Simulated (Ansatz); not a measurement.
# The black phosphorene bilayer (AB) under a gate, part 2 of 3

Aim: charge, voltage and capacitance of the black phosphorene bilayer (AB) in a field-effect set-up.

Ansatz 0.2.0; plane-wave DFT, PBE-D3(BJ), Ansatz PAW.

So far. Step 2 (Relaxing the slab): The lattice constant a goes from 4.620 to 4.320 Å.

**3. Gated layer, added electrons 0, start network**

The slab is cut off from its images along the normal. A charged sheet stands for each gate, the layer takes the opposite charge, and a barrier ahead of the sheet keeps electrons from leaking to it. The uncharged case sets the zero; a dense mesh is needed because few carriers fill a small part of the zone.

The cell differs from the one that the last finished run ended in (c 46.380 → 44.938 Å).

The input, input.yaml:

```yaml
crystal:
  lattice:
    - [4.3201099683, 0.0, 0.0]
    - [0.0, 3.3061793979, 0.0]
    - [0.0, 0.0, 44.9381343279]
  atoms:
    - { symbol: P, position: [0.0794160331, 0.0, 0.4194655671] }
    - { symbol: P, position: [0.4226890136, 0.5, 0.4194773993] }
    - { symbol: P, position: [0.9233986247, 0.0, 0.4671880252] }
    - { symbol: P, position: [0.5786526802, 0.5, 0.4672020777] }
    - { symbol: P, position: [0.0766013753, 0.5, 0.5328119748] }
    - { symbol: P, position: [0.4213473198, 0.0, 0.5327979223] }
    - { symbol: P, position: [0.9205839669, 0.5, 0.5805344329] }
    - { symbol: P, position: [0.5773109864, 0.0, 0.5805226007] }
  periodic: [true, true, false]
  symmetry: { detect: true }
kpoints:
  mp_grid: { grid: [32, 44, 1] }
  band_path:
    path:
      - [0, 0, 0]
      - [0.5, 0, 0]
      - [0.5, 0.5, 0]
      - [0, 0, 0]
      - [0, 0.5, 0]
      - [0.5, 0.5, 0]
    npoints: 16
hamiltonian:
  xc: pbe
  dispersion: d3bj
scf:
  occupations: { method: fermi_dirac, width: 0.02585 }
  convergence: { dr2_threshold: 1.0e-10 }
output:
  forces: true
  eigenvalues: true
  dos: { projected: true, e_range: [-3, 3], de: 0.01 }
  write_potential: true
  write_density: true
  volumetric_format: npy
  elf: true
external_charges:
  - { charge: 0, barrier: 10, axis: 3, height: 29.588, sigma: 0.25 }
```

On the command line:

```console
$ ansatz run input.yaml --threads 4 --pin off --max-ram 16384MiB --backend cpu --events-out ev --progress --plain --runs-dir out
```

Numbers of over 12 decimals in the logs are rounded to 6 here.

The program printed:

```text
[...]
Crystal: 8 atoms, lattice volume = 641.854 Å³
Basis set: ecut = 420 eV, 12551 PW (Γ), exchange–correlation on 60×48×640 points (8 copies of the dense FFT grid, shifted against one another)
Bands: 28, of which v1, the nominal top of the filled ones, is band 20 counted from 1 (19 counted from 0)
Symmetry: 2 space group operations
k-points: 391 of 1408 (time reversal used)
[...]
SCF iter   1: F=—  HF=-6047.752519 eV  |F-HF|=—  |Δ(HF+E_count)|=         —  Δρ=1.30e-3  dr2=7.70e-2  ethr=1.77e-3  ⟨swp⟩=15.3  Hψ=105915  notcnv=0  defer=31
[...]
SCF iter  13: F=-6047.745717 eV  HF=-6047.745717 eV  |F-HF|=2.13e-10  |Δ(HF+E_count)|=  2.89e-10  Δρ=5.77e-8  dr2=8.91e-11  ethr=1.00e-12  ⟨swp⟩=21.4  Hψ=119810  notcnv=0
SCF 1 converged in 13 iterations: F = -6047.745717 eV  dr2 = 8.91e-11
[...]
NSCF: frozen V_eff on 81 k-points
[...]
SCF converged after 13 iterations
Free energy (F): -6047.745717 eV
[...]
Internal energy: -6047.745551 eV  (E = F + TS)
E sigma→0 (E₀):  -6047.745634 eV
Entropy (-TS):   -0.000165 eV (-0.021 meV/atom)
Fermi energy:    -4.340151 eV
[...]
--- Forces (eV/Å), atoms and charges each counted from 1 ---
  atom   1  P      0.00367548     0.00000000    -0.00641090
  atom   2  P     -0.00391764     0.00000000    -0.00610268
  atom   3  P     -0.00487959     0.00000000     0.00488688
  atom   4  P      0.00443903     0.00000000     0.00510946
  atom   5  P      0.00430722     0.00000000    -0.00465343
  atom   6  P     -0.00387220     0.00000000    -0.00487343
  atom   7  P     -0.00249973     0.00000000     0.00037836
  atom   8  P      0.00274743     0.00000000     0.00008818
  external charge   1     0.00000000     0.00000000     0.01157895
  max |Σ_I F_I| component, the external charges' with the atoms': 1.40e-6 eV/Å
--- Band table (eV; the first three rows and the last of 391) ---
  k-point 0: bands = [... 16 lower, -6.6862, -6.6437, -5.3792, -4.3888, -4.2897, -3.6161, -3.6000, -3.3037, ... 4 higher]
  k-point 1: bands = [... 16 lower, -6.6881, -6.6822, -5.3725, -4.3923, -4.2841, -3.5951, -3.5607, -3.2516, ... 4 higher]
  k-point 2: bands = [... 16 lower, -6.8124, -6.6702, -5.3562, -4.4055, -4.2673, -3.5804, -3.3988, -3.0990, ... 4 higher]
  k-point 390: bands = [... 16 lower, -6.4529, -6.4527, -6.4447, -6.4444, -2.4679, -2.4679, -2.4585, -2.4585, ... 4 higher]
```

It took 6.1 min on 4 threads of Arm Neoverse V1, shared host; peak memory 4.9 GiB; 24 min of CPU time.

This step gave:

| Item | Value |
| --- | --- |
| energy at zero smearing | -6047.7456 eV |
| gap along the path | 0.09912 eV |
| smallest direct gap along the path | 0.09912 eV |
| gap, the smaller of path and mesh | 0.09911 eV |
| potential beyond the upper barrier and gate, less the barrier, from the Fermi level | 4.321 eV |

Running mean over a fixed 2.7 Å (it still follows the layers) of the planar mean; beyond a gate it holds the 10 eV model barrier. Table of electron's electrostatic potential energy less the Fermi level by z:

```
z (Å)  electron's electrostatic potential energy less the Fermi level (eV)
    4                                                                 4.36
    6                                                                 4.36
    8                                                                 4.36
   10                                                                 4.36
   12                                                                 4.36
   14                                                                 4.36
   16                                                                 4.28
   18                                                                -4.03
   20                                                                -9.81
   22                                                                -4.41
   24                                                                -6.48
   26                                                                -6.47
   28                                                                 3.05
   30                                                                 10.9
   32                                                                 14.3
   34                                                                 14.3
   36                                                                 14.3
   38                                                                 14.3
   40                                                                 14.3
```

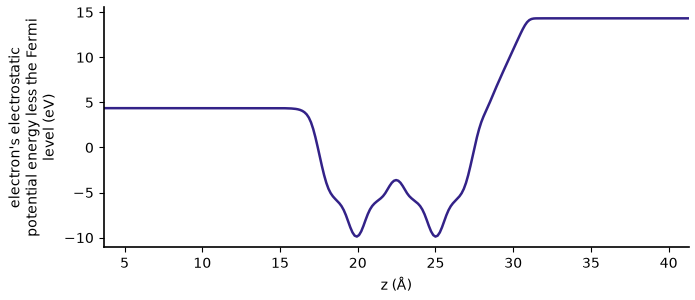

Electron's electrostatic potential energy less the Fermi level, plotted against z.

The density of states has structure finer than the step of the table below, so its rows give means over 0.2 eV, whole bins alone (the curve runs from -3 to 1.26 eV). Peaks (eV: height): -2.80: 4.65, -2.55: 4.36, -2.41: 5.81, -2.05: 6.64, -1.95: 6.67, -1.66: 5.32, -1.60: 5.73.

The density of states by energy, zero at the Fermi level of the run, which the smearing sets inside the gap; means over each step:

```
energy (eV)  density of states (states/eV a cell)
       -2.8                                  3.76
       -2.6                                  3.86
       -2.4                                  4.72
       -2.2                                  4.61
       -2.0                                  5.86
       -1.8                                  4.83
       -1.6                                  4.80
       -1.4                                  3.08
       -1.2                                  2.28
       -1.0                                  1.84
       -0.8                                  1.25
       -0.6                                 0.659
       -0.4                                 0.310
       -0.2                                 0.241
        0.0                                0.0533
        0.2                                 0.579
        0.4                                  1.15
        0.6                                  3.28
        0.8                                  3.47
        1.0                                  3.55
```

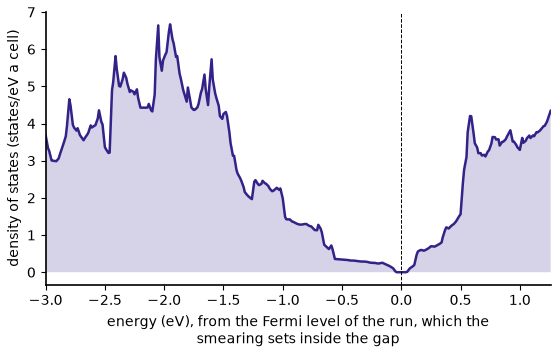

Density of states, plotted against energy.

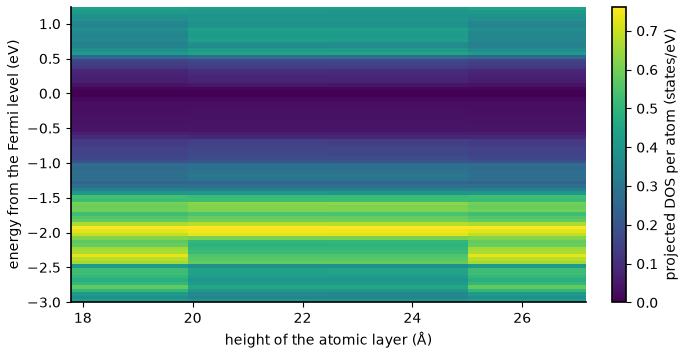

Projected DOS per atom over height of the atomic layer and energy from the Fermi level. Layers: P2 P2 P2 P2 from below.

The electronic bands at the labelled points (eV, zero at the Fermi level of the run, which the smearing sets inside the gap):

```
point  band 17  band 18  band 19  band 20  band 21  band 22  band 23  band 24
    Γ    -2.35    -2.30    -1.04    -0.05     0.05     0.72     0.74     1.04
    X    -1.50    -1.50    -1.24    -1.24     1.43     1.43     1.49     1.49
    S    -2.11    -2.11    -2.10    -2.10     1.87     1.87     1.88     1.88
    Γ    -2.35    -2.30    -1.04    -0.05     0.05     0.72     0.74     1.04
    Y    -2.84    -2.84    -2.47    -2.47     0.70     0.70     0.78     0.78
    S    -2.11    -2.11    -2.10    -2.10     1.87     1.87     1.88     1.88
```

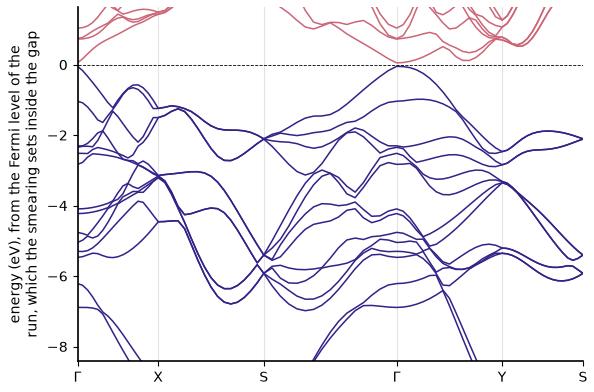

Electronic bands along the path; lines of filled and empty bands in two colours.

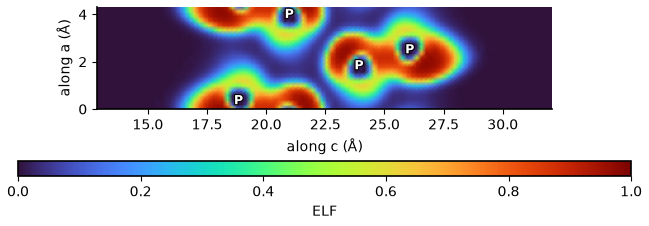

ELF in the ca plane at fractional y = 0.000, with atoms of P within 0.2 Å of it. It is the smooth field of the valence electrons, not physical close to the nuclei. The far vacuum is left out of the map.

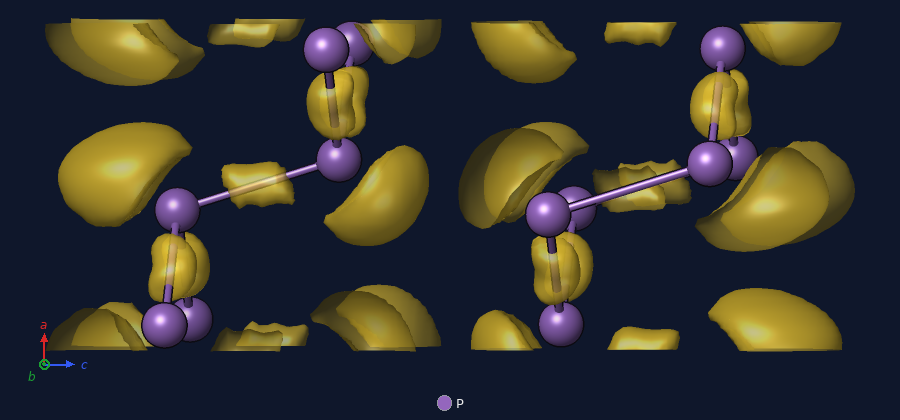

Surface of ELF = 0.85.

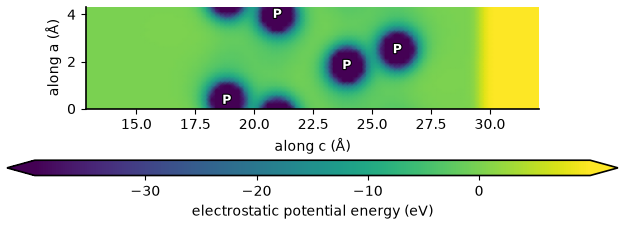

Electrostatic potential energy in the ca plane at fractional y = 0.000, with atoms of P within 0.2 Å of it. With pseudopotentials it is smooth inside the atoms' cores, unlike the true potential. The far vacuum is left out of the map.

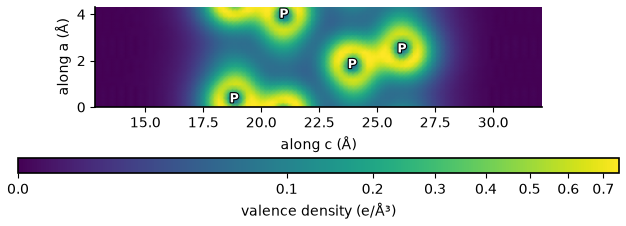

Valence density in the ca plane at fractional y = 0.000, with atoms of P within 0.2 Å of it. It is the smooth field of the valence electrons, not physical close to the nuclei. The colour scale is stretched toward low values. The far vacuum is left out of the map.

The gap, the smaller of path and mesh, is 0.099 eV.

**4. Gated layer, added electrons 1×10¹³ per cm²**

input.yaml, as its differences from that of step 3:

```diff
@@ -16,2 +16,3 @@
   symmetry: { detect: true }
+total_charge: -0.014283
 kpoints:
@@ -36,3 +37,2 @@
   eigenvalues: true
-  dos: { projected: true, e_range: [-3, 3], de: 0.01 }
   write_potential: true
@@ -40,4 +40,4 @@
   volumetric_format: npy
-  elf: true
 external_charges:
   - { charge: 0, barrier: 10, axis: 3, height: 29.588, sigma: 0.25 }
+  - { charge: 0.014283, axis: 3, height: 31.088, sigma: 0.5 }
```

The program printed:

```text
[...]
Crystal: 8 atoms, lattice volume = 641.854 Å³
Basis set: ecut = 420 eV, 12551 PW (Γ), exchange–correlation on 60×48×640 points (8 copies of the dense FFT grid, shifted against one another)
Bands: 29, of which v1, the nominal top of the filled ones, is band 20 counted from 1 (19 counted from 0)
Symmetry: 2 space group operations
k-points: 391 of 1408 (time reversal used)
[...]
SCF iter   1: F=—  HF=-6048.145795 eV  |F-HF|=—  |Δ(HF+E_count)|=         —  Δρ=1.91e-2  dr2=1.63e0  ethr=3.10e-3  ⟨swp⟩=16.6  Hψ=115498  notcnv=0
[...]
SCF iter  13: F=-6047.801962 eV  HF=-6047.801962 eV  |F-HF|=1.17e-10  |Δ(HF+E_count)|=  6.15e-10  Δρ=4.43e-8  dr2=2.10e-11  ethr=1.00e-12  ⟨swp⟩=25.0  Hψ=115401  notcnv=0
SCF 1 converged in 13 iterations: F = -6047.801962 eV  dr2 = 2.10e-11
  Residual-converged pass: ⟨swp⟩=1.0  Hψ=12910  notcnv=0  max |occ|·‖R‖ = 7.1e-9 eV (tolerance 1.0e-8 eV)  dr2=2.10e-11  dr2_onsite=4.87e-13  max |Δocc| = 4.3e-12
[...]
SCF converged after 13 iterations
Free energy (F): -6047.801962 eV
[...]
Internal energy: -6047.801334 eV  (E = F + TS)
E sigma→0 (E₀):  -6047.801648 eV
Entropy (-TS):   -0.000629 eV (-0.079 meV/atom)
Fermi energy:    -3.909303 eV
[...]
--- Forces (eV/Å), atoms and charges each counted from 1 ---
  atom   1  P      0.00519557     0.00000000    -0.01222901
  atom   2  P     -0.00540111     0.00000000    -0.01190786
  atom   3  P     -0.00068199     0.00000000     0.01048389
  atom   4  P      0.00021356     0.00000000     0.01064857
  atom   5  P     -0.00143244     0.00000000    -0.01423933
  atom   6  P      0.00185027     0.00000000    -0.01455687
  atom   7  P     -0.00788871     0.00000000     0.01031249
  atom   8  P      0.00814483     0.00000000     0.00981732
  external charge   1     0.00000000     0.00000000     0.01296237
  external charge   2     0.00000000     0.00000000    -0.00129165
  max |Σ_I F_I| component, the external charges' with the atoms': 8.42e-8 eV/Å
--- Band table (eV; the first three rows and the last of 391) ---
  k-point 0: bands = [... 16 lower, -6.3570, -6.3082, -5.0489, -4.0576, -3.9672, -3.2831, -3.2718, -2.9699, ... 5 higher]
  k-point 1: bands = [... 16 lower, -6.3530, -6.3525, -5.0423, -4.0611, -3.9616, -3.2670, -3.2277, -2.9177, ... 5 higher]
  k-point 2: bands = [... 16 lower, -6.4766, -6.3410, -5.0260, -4.0743, -3.9448, -3.2522, -3.0657, -2.7650, ... 5 higher]
  k-point 390: bands = [... 16 lower, -6.1397, -6.1388, -6.0983, -6.0973, -2.1575, -2.1536, -2.1163, -2.1124, ... 5 higher]
```

It took 6.4 min on 4 threads; peak memory 4.9 GiB.

This step gave:

| Property | Result |
| --- | --- |
| energy at zero smearing | -6047.8016 eV |
| potential beyond the upper barrier and gate, less the barrier, from the Fermi level | 3.532 eV |

The electronic bands at the labelled points (eV, zero at the Fermi level):

```
point  band 17  band 18  band 19  band 20  band 21  band 22  band 23  band 24
    Γ    -2.45    -2.40    -1.14    -0.15    -0.06     0.63     0.64     0.94
    X    -1.61    -1.59    -1.34    -1.34     1.32     1.35     1.37     1.41
    S    -2.23    -2.23    -2.19    -2.19     1.75     1.76     1.79     1.80
    Γ    -2.45    -2.40    -1.14    -0.15    -0.06     0.63     0.64     0.94
    Y    -2.94    -2.94    -2.57    -2.57     0.60     0.60     0.69     0.69
    S    -2.23    -2.23    -2.19    -2.19     1.75     1.76     1.79     1.80
```

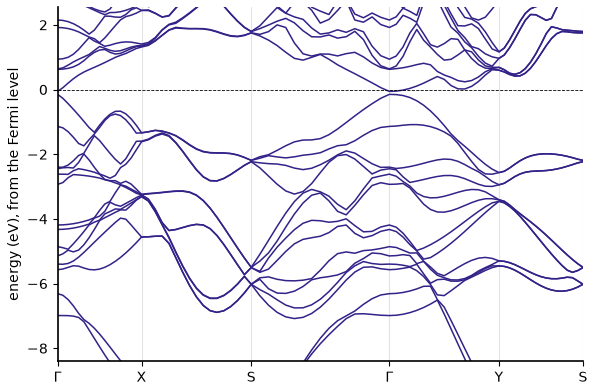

Electronic bands along the path.

Against the uncharged case this takes +0.79 V.

**5. Gated layer, added electrons 3×10¹³ per cm²**

input.yaml, as its differences from that of step 4:

```diff
@@ -16,3 +16,3 @@
   symmetry: { detect: true }
-total_charge: -0.014283
+total_charge: -0.042849
 kpoints:
@@ -42,2 +42,2 @@
   - { charge: 0, barrier: 10, axis: 3, height: 29.588, sigma: 0.25 }
-  - { charge: 0.014283, axis: 3, height: 31.088, sigma: 0.5 }
+  - { charge: 0.042849, axis: 3, height: 31.088, sigma: 0.5 }
```

The program printed:

```text
[...]
Crystal: 8 atoms, lattice volume = 641.854 Å³
Basis set: ecut = 420 eV, 12551 PW (Γ), exchange–correlation on 60×48×640 points (8 copies of the dense FFT grid, shifted against one another)
Bands: 29, of which v1, the nominal top of the filled ones, is band 20 counted from 1 (19 counted from 0)
Symmetry: 2 space group operations
k-points: 391 of 1408 (time reversal used)
[...]
--- Band table (eV; the first three rows and the last of 391) ---
  k-point 0: bands = [... 16 lower, -5.6993, -5.6348, -4.3930, -3.3968, -3.3298, -2.6240, -2.6160, -2.3019, ... 5 higher]
  k-point 1: bands = [... 16 lower, -5.6953, -5.6788, -4.3864, -3.4003, -3.3242, -2.6111, -2.5685, -2.2496, ... 5 higher]
  k-point 2: bands = [... 16 lower, -5.8017, -5.6833, -4.3703, -3.4134, -3.3074, -2.5964, -2.4067, -2.0965, ... 5 higher]
  k-point 390: bands = [... 16 lower, -5.5147, -5.5138, -5.4090, -5.4079, -1.5383, -1.5343, -1.4298, -1.4257, ... 5 higher]
[key lines of the parts left out:]
SCF converged after 12 iterations
Free energy (F): -6047.885363 eV
Fermi energy:    -3.196347 eV
```

Run time: 5.9 min. Hardware: 4 threads; peak memory 4.9 GiB; 23 min of CPU time.

The electronic bands at the labelled points (eV, zero at the Fermi level):

```
point  band 17  band 18  band 19  band 20  band 21  band 22  band 23  band 24
    Γ    -2.50    -2.44    -1.20    -0.20    -0.13     0.57     0.58     0.89
    X    -1.69    -1.64    -1.38    -1.38     1.24     1.27     1.33     1.39
    S    -2.32    -2.32    -2.21    -2.21     1.66     1.66     1.77     1.77
    Γ    -2.50    -2.44    -1.20    -0.20    -0.13     0.57     0.58     0.89
    Y    -3.01    -3.01    -2.61    -2.61     0.53     0.53     0.65     0.65
    S    -2.32    -2.32    -2.21    -2.21     1.66     1.66     1.77     1.77
```

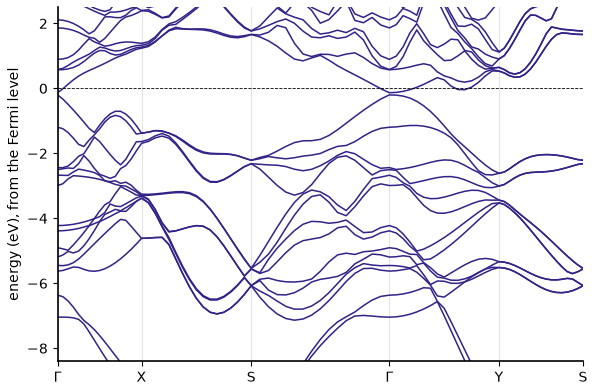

Electronic bands along the path.

Against the uncharged case this takes +2.20 V.

**6. Gated layer, added electrons 6×10¹³ per cm²**

input.yaml, as its differences from that of step 5:

```diff
@@ -16,3 +16,3 @@
   symmetry: { detect: true }
-total_charge: -0.042849
+total_charge: -0.085698
 kpoints:
@@ -42,2 +42,2 @@
   - { charge: 0, barrier: 10, axis: 3, height: 29.588, sigma: 0.25 }
-  - { charge: 0.042849, axis: 3, height: 31.088, sigma: 0.5 }
+  - { charge: 0.085698, axis: 3, height: 31.088, sigma: 0.5 }
```

The program printed:

```text
[...]
Crystal: 8 atoms, lattice volume = 641.854 Å³
Basis set: ecut = 420 eV, 12551 PW (Γ), exchange–correlation on 60×48×640 points (8 copies of the dense FFT grid, shifted against one another)
Bands: 29, of which v1, the nominal top of the filled ones, is band 20 counted from 1 (19 counted from 0)
Symmetry: 2 space group operations
k-points: 391 of 1408 (time reversal used)
[...]
--- Band table (eV; the first three rows and the last of 391) ---
  k-point 0: bands = [... 16 lower, -4.7278, -4.6394, -3.4283, -2.4212, -2.3995, -1.6562, -1.6464, -1.3148, ... 5 higher]
  k-point 1: bands = [... 16 lower, -4.7238, -4.6829, -3.4217, -2.4246, -2.3939, -1.6415, -1.6008, -1.2624, ... 5 higher]
  k-point 2: bands = [... 16 lower, -4.8042, -4.7117, -3.4059, -2.4376, -2.3771, -1.6266, -1.4391, -1.1088, ... 5 higher]
  k-point 390: bands = [... 16 lower, -4.5842, -4.5833, -4.4027, -4.4016, -0.6189, -0.6148, -0.4272, -0.4231, ... 5 higher]
[key lines of the parts left out:]
SCF converged after 12 iterations
Free energy (F): -6047.941931 eV
Fermi energy:    -2.174645 eV
```

Run time: 5.8 min. Hardware: 4 threads; peak memory 4.9 GiB.

The electronic bands at the labelled points (eV, zero at the Fermi level):

```
point  band 17  band 18  band 19  band 20  band 21  band 22  band 23  band 24
    Γ    -2.55    -2.46    -1.25    -0.25    -0.22     0.52     0.53     0.86
    X    -1.78    -1.68    -1.41    -1.41     1.16     1.18     1.31     1.37
    S    -2.41    -2.41    -2.23    -2.23     1.56     1.56     1.75     1.75
    Γ    -2.55    -2.46    -1.25    -0.25    -0.22     0.52     0.53     0.86
    Y    -3.07    -3.07    -2.65    -2.65     0.46     0.46     0.62     0.62
    S    -2.41    -2.41    -2.23    -2.23     1.56     1.56     1.75     1.75
```

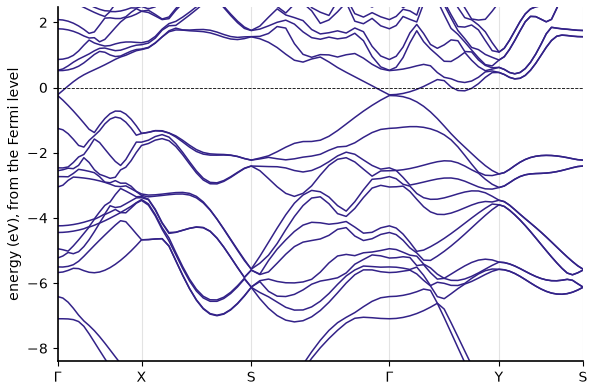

Electronic bands along the path.

Against the uncharged case this takes +4.25 V.

**7. Gated layer, added electrons 10×10¹³ per cm²**

input.yaml, as its differences from that of step 6:

```diff
@@ -16,3 +16,3 @@
   symmetry: { detect: true }
-total_charge: -0.085698
+total_charge: -0.142831
 kpoints:
@@ -42,2 +42,2 @@
   - { charge: 0, barrier: 10, axis: 3, height: 29.588, sigma: 0.25 }
-  - { charge: 0.085698, axis: 3, height: 31.088, sigma: 0.5 }
+  - { charge: 0.142831, axis: 3, height: 31.088, sigma: 0.5 }
```

The program printed:

```text
[...]
Crystal: 8 atoms, lattice volume = 641.854 Å³
Basis set: ecut = 420 eV, 12551 PW (Γ), exchange–correlation on 60×48×640 points (8 copies of the dense FFT grid, shifted against one another)
Bands: 29, of which v1, the nominal top of the filled ones, is band 20 counted from 1 (19 counted from 0)
Symmetry: 2 space group operations
k-points: 391 of 1408 (time reversal used)
[...]
--- Band table (eV; the first three rows and the last of 391) ---
  k-point 0: bands = [... 16 lower, -3.4784, -3.3618, -2.1892, -1.2206, -1.1656, -0.4142, -0.3980, -0.0463, ... 5 higher]
  k-point 1: bands = [... 16 lower, -3.4744, -3.4050, -2.1827, -1.2150, -1.1690, -0.3931, -0.3588, 0.0064, ... 5 higher]
  k-point 2: bands = [... 16 lower, -3.5249, -3.4623, -2.1671, -1.1981, -1.1816, -0.3781, -0.1974, 0.1606, ... 5 higher]
  k-point 390: bands = [... 16 lower, -3.3783, -3.3773, -3.1187, -3.1175, 0.5687, 0.5728, 0.8520, 0.8562, ... 5 higher]
[key lines of the parts left out:]
SCF converged after 12 iterations
Free energy (F): -6047.894928 eV
Fermi energy:    -0.891429 eV
```

Run time: 5.8 min. Hardware: 4 threads; peak memory 4.9 GiB.

Against the uncharged case this takes +6.83 V.

[end of part 2 of 3]

[Logs are printed without paths, hosts, clocks, repeated set-up lines and the standing remarks that a program may print on its own settings, such as how far it seeks lower states.]

[Hosts, paths, dates, database ids (printed as entryN), source tags and the programs' standing remarks are cut or masked in the printed files.]

[Maps of the electrostatic potential energy from Ansatz leave out the sawtooth potential of an applied field or a dipole correction, so their vacuum need not be flat; planar profiles and work functions include it.]
